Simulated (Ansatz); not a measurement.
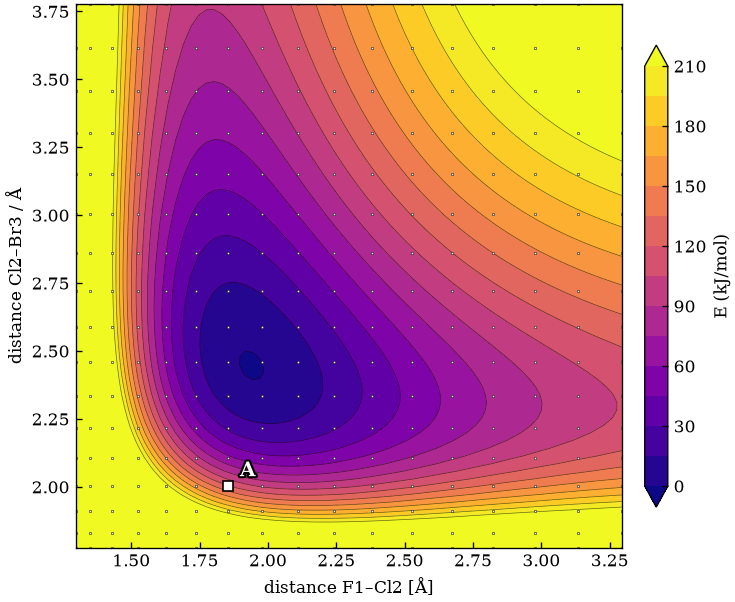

The system F⁻ + ClBr. First axis: distance F1–Cl2. Second axis: distance Cl2–Br3. Nothing is relaxed (the angle F1–Cl2–Br3 is fixed at 180 degrees). The grid has 17 × 17 points. Points are written as (first, second). All energies are given in kJ/mol relative to the lowest grid point. The reference is spin-restricted, so regions where a bond is pulled apart into radicals lie too high. All numbers below come from RKS PBE-D4/def2-TZVPD (Ansatz 0.2.0).

Drawn: filled contours, dots at the grid points, one colour for all values above the top of the scale, the point A. Between grid points the surface is interpolated.

Is A at rest? If not, where is it pushed?

A, at (1.855 Å, 2.003 Å), is not a stationary point. The computed force is 220 kJ/mol for each Å towards larger values of distance F1–Cl2 and 700 kJ/mol for each Å towards larger values of distance Cl2–Br3.
